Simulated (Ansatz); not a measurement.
## Electronic structure of CH₂LiO (SMILES [Li][CH]O) (doublet) in real space

The calculation's input:

```
crystal:
  periodic: [false, false, false]
  atoms:
    - {symbol: Li, position_ang: [-1.658750, 1.108146, -0.080696]}
    - {symbol: C, position_ang: [-0.276318, -0.204816, -0.069022]}
    - {symbol: O, position_ang: [1.091800, -0.269228, 0.118828]}
    - {symbol: H, position_ang: [-0.565810, -1.252316, -0.260511]}
    - {symbol: H, position_ang: [1.409088, 0.618204, 0.291401]}
basis:
  gaussian: {orbitals: def2-TZVPP}
magnetization: {spin_polarized: true, initial_magnetization: 1}
hamiltonian: {xc: pbe0, dispersion: d4}
output: {orbitals: {seedname: orbitals}}
```

Command:

```sh
ansatz run in.yaml --threads 2 --pin off --events-out ev --progress --plain --max-ram 4352MiB
```

Geometry: PBE0-D4/def2-TZVP.

Computed with UKS PBE0-D4/def2-TZVPP in Ansatz 0.2.0.

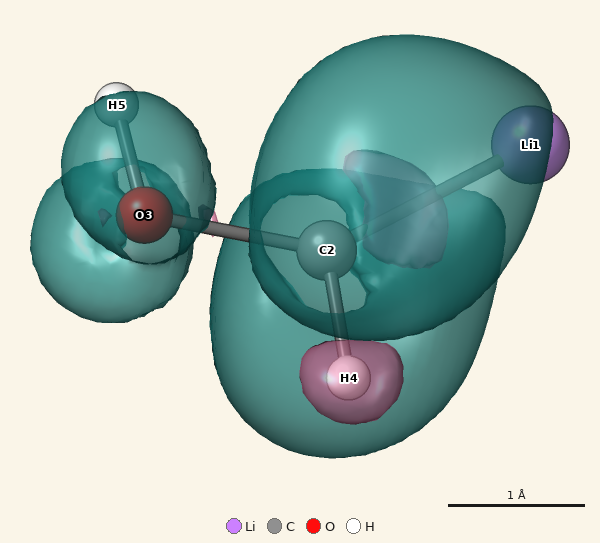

Figure 1. Isosurfaces of the spin density (α minus β) at +0.015 (teal) and −0.015 e/Å³ (pink), seen at a tilt.

Which atoms carry the spin?

The unpaired spin (1 electron) lies mostly on C2 (about 0.6), Li1 (about 0.2) and O3 (about 0.2), in electrons by Hirshfeld's partition.

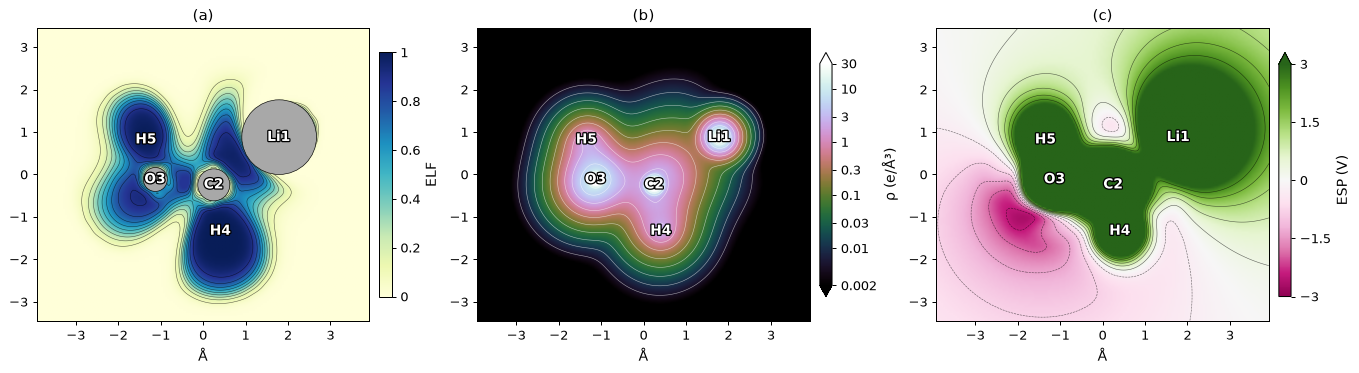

Figure 2. (a) ELF; (b) total electron density; (c) molecular electrostatic potential on the molecular plane. Grey discs cover the atomic cores in the ELF map.

Describe what can be read from this map.

- The plane passes through Li, C, O and H nuclei.
- C–O (1.38 Å): ρ at the midpoint is about 2.2 e/Å³, with its minimum of 1.8 e/Å³ about 0.5 Å from C; the ELF peaks at about 0.85 between the atoms: a shared but strongly polarised pair.
- C–Li (1.91 Å): ρ is about 0.55 e/Å³ halfway; the ELF peaks at about 0.95 in the valence shell of C, 0.8 Å from its nucleus, and is about 0.90 at the midpoint.
- O–H (0.96 Å): ρ is about 3.9 e/Å³ halfway; the ELF climbs to about 1 towards the hydrogen, as it does in any bond to H: an ordinary covalent bond to hydrogen.
- C–H (1.10 Å): ρ is about 2 e/Å³ halfway; the ELF climbs to about 1 towards the hydrogen: an ordinary covalent bond to hydrogen.
- The ELF also peaks beside O3, away from the bonds: non-bonding electrons, paired or unpaired.
- Outside the dense part of the molecule the potential is most negative (−2.7 V) near O3.

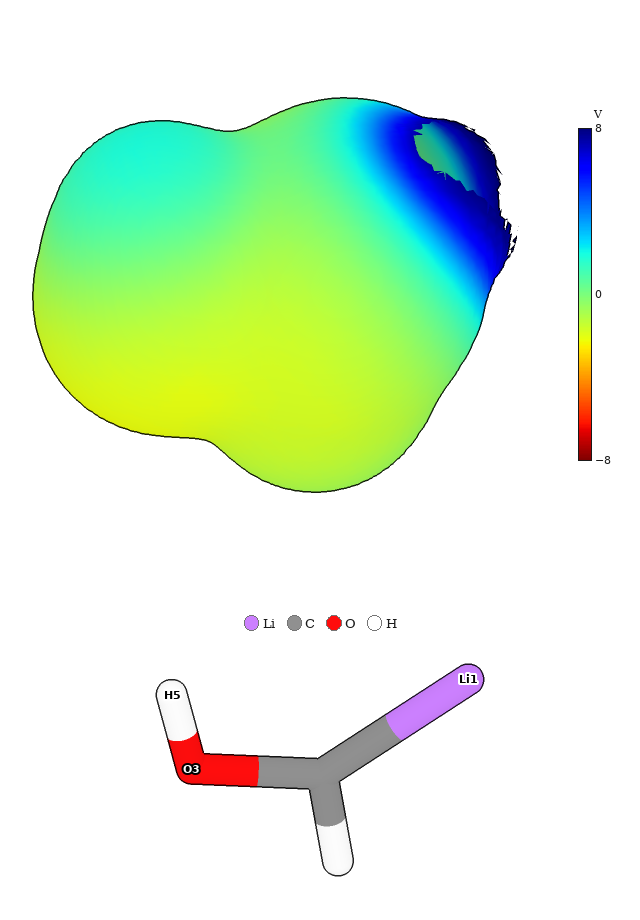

Figure 3. The molecular electrostatic potential painted on the density surface at 0.002 e/bohr³, seen at a tilt; red is negative and blue positive. The bare structure is drawn below in the same view.

Where is the surface potential most negative and most positive?

The most negative region (about −2.2 V) lies over O3, the most positive (about +7.7 V) over Li1. O3 is the likeliest acceptor of a hydrogen bond.
